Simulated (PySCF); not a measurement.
System: C$_{3}$H$_{4}$ClNO.

```json
{"atom": "N", "x (Å)": "-1.8316", "y (Å)": "0.3088", "z (Å)": "0.0093"}
{"atom": "C", "x (Å)": "-0.6451", "y (Å)": "-0.1389", "z (Å)": "-0.4801"}
{"atom": "O", "x (Å)": "-0.5456", "y (Å)": "-0.6963", "z (Å)": "-1.5560"}
{"atom": "C", "x (Å)": "0.5243", "y (Å)": "0.1150", "z (Å)": "0.4096"}
{"atom": "C", "x (Å)": "1.7308", "y (Å)": "-0.2767", "z (Å)": "-0.0046"}
{"atom": "Cl", "x (Å)": "3.1699", "y (Å)": "-0.0561", "z (Å)": "0.8947"}
{"atom": "H", "x (Å)": "-2.6633", "y (Å)": "0.1543", "z (Å)": "-0.5446"}
{"atom": "H", "x (Å)": "-1.9160", "y (Å)": "0.7537", "z (Å)": "0.9106"}
{"atom": "H", "x (Å)": "0.3956", "y (Å)": "0.6107", "z (Å)": "1.3758"}
{"atom": "H", "x (Å)": "1.8520", "y (Å)": "-0.7722", "z (Å)": "-0.9722"}
```

Geometry: PBE0-D3(BJ)/def2-SVP.

Level of theory: PBE0/def2-SVPD, SCF density, gas phase (PySCF 2.14.0).

What will maps of the electron density and electron localisation function show?

C–O (1.22 Å): ρ at the midpoint is about 3.3 e/Å³; the ELF peaks at about 0.90 between the atoms (a short, multiple covalent bond).
C–C (1.33 Å): the density is about 2.3 e/Å³ at the midpoint; the ELF peaks at about 0.95 between the atoms; a multiple bond.
C–N (1.36 Å): the density is about 2.3 e/Å³ at the midpoint; the ELF peaks at about 0.90 between the atoms; localised, covalent bonding.
C–Cl (1.71 Å): ρ is about 1.5 e/Å³ halfway; the ELF peaks at about 0.90 between the atoms, as expected for a shared electron pair.

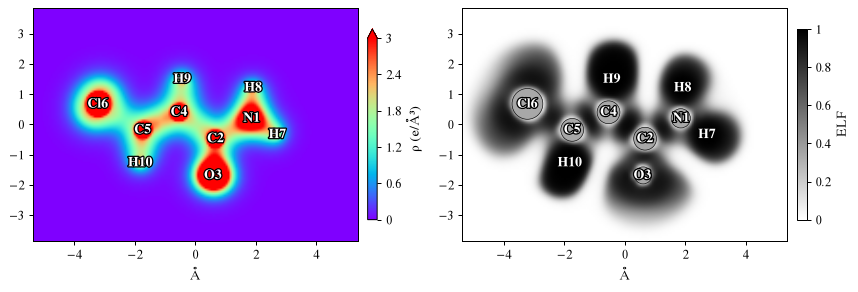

Computed electron density and electron localisation function on the molecular plane, in this order. Grey discs cover the atomic cores in the ELF map. 
